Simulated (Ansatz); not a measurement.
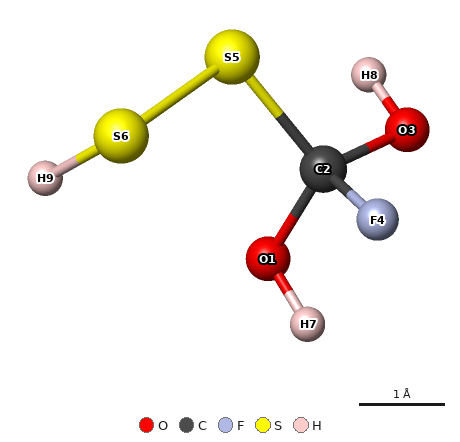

This is the input geometry for a relaxation of CH3FO2S2. A ball-and-stick model, seen at a tilt.

The run prepares the start of a later molecular dynamics calculation, from a guessed geometry.

The calculation used Ansatz 0.2.0, RKS PBE0-D4/STO-3G.

Input file:
```yaml
crystal:
  periodic: [false, false, false]
  atoms:
    - { symbol: O, position_ang: [1.2627, 0.3437, 0.0399] }
    - { symbol: C, position_ang: [0.1672, -0.4465, -0.4036] }
    - { symbol: O, position_ang: [0.6478, -1.7385, -0.5825] }
    - { symbol: F, position_ang: [-0.0935, 0.0135, -1.6372] }
    - { symbol: S, position_ang: [-1.2419, -0.4359, 0.6953] }
    - { symbol: S, position_ang: [-1.8071, 1.5675, 0.7183] }
    - { symbol: H, position_ang: [1.5511, 0.7478, -0.816] }
    - { symbol: H, position_ang: [0.5462, -2.1313, 0.2862] }
    - { symbol: H, position_ang: [-0.9441, 2.0334, 1.6825] }
basis:
  gaussian: { orbitals: STO-3G }
hamiltonian:
  xc: pbe0
  dispersion: d4
relax:
  f_tol: 0.02
  max_steps: 40
scf:
  lower_state_search: "off"
output:
  orbitals: {}
```

Launched with:
```bash
ansatz run input.yaml --threads 1 --pin off --max-ram 2048MiB --backend cpu --events-out ev --progress --plain --runs-dir out
```

Q: Predict the outcome.

A: After 11 accepted moves (13 points after the start) the energy has fallen by 60.2 kJ/mol. The largest force component goes from 3.2 to 0.015 eV/Å. The line search rejected the trial steps at points 7, 12 of the run. H8 moves most after the best rigid fit: 0.38 Å. By element the largest moves are H 0.38 Å, O 0.27 Å, F 0.23 Å, S 0.20 Å, C 0.13 Å. Among the contacts that change: C2–S5 1.787 → 1.870 Å, C2–O3 1.390 → 1.456 Å, O3–H8 0.959 → 1.020 Å, C2–F4 1.342 → 1.389 Å. Among the angles between lasting bonds that change: O1–C2–S5 114.4° → 106.4°, O1–C2–F4 104.2° → 110.1°, O1–C2–O3 106.9° → 112.4°. Groups turn about O1–C2 by about 30°, C2–O3 by about 30°.

The structure at the end:

```xyz
9

O     1.0409    0.4930    0.0687
C     0.0729   -0.4321   -0.4984
O     0.5931   -1.7883   -0.5979
F    -0.2130   -0.0774   -1.8104
S    -1.4220   -0.3880    0.6241
S    -1.7272    1.6714    0.7364
H     1.7356    0.5496   -0.6772
H     0.8804   -1.9674    0.3643
H    -0.8724    1.8929    1.7734
```

After the run, drawn alike:

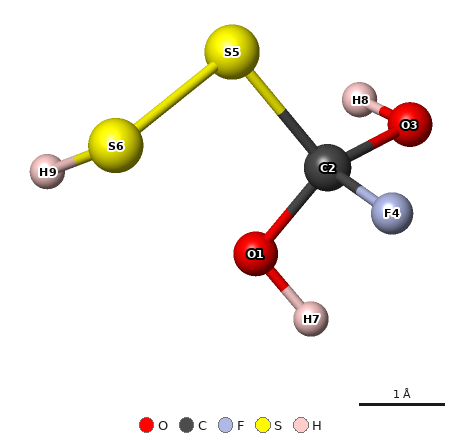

Limits of the set-up: STO-3G is a minimal basis, so the numbers are rough.
